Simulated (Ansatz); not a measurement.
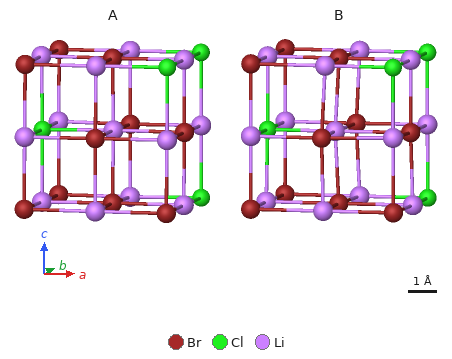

Two geometries of a crystal of Br$_{24}$Cl$_{8}$Li$_{32}$ (a generated structure, set up in P1), drawn at one scale. One is the start of a relaxation, the other its converged end. A ball-and-stick model of the atoms within 5.0 Å of the atom that moves most (axes of the cell of the calculation (origin shifted)), seen slightly off an axis.

Theory: DFT, PBEsol, PAW, plane waves (Ansatz 0.2.0). Settings: plane-wave cutoff 420 eV; k-point mesh 1 × 1 × 1; mesh shifted by (0.25, 0.25, 0.25); no spin polarisation; cell relaxed at fixed shape; force threshold 0.03 eV/Å; at most 80 steps.

**Which geometry has the lower energy?**

Structure B is the relaxed one. The atom that moves furthest relative to the cell is a Li atom (0.18 Å along [−3 0 −1]). Largest moves by element: Li 0.18 Å, Br 0.06 Å, Cl 0.05 Å. The volume changes by +0.4 %, with a = b = c 10.650 → 10.665 Å (+0.1 %). Among the contacts that change: Br–Li 2.658 → 2.830 Å, Cl–Li 2.728 → 2.573 Å, Br–Li 2.668 → 2.807 Å, Cl–Li 2.682 → 2.548 Å. Bond angles that change, for instance: Br–Li–Cl 88.2° → 92.9°, Br–Li–Br 178.0° → 173.8°, Br–Li–Br 91.1° → 87.3°. The space group (tolerance 0.01 Å) goes from P1 (No. 1) to Pm (No. 6). Over 4 geometry steps the energy falls by 4.4 meV per atom. The largest force component goes from 0.2 to 0.0011 eV/Å. The pressure goes from 0.18 to 0.00 GPa.
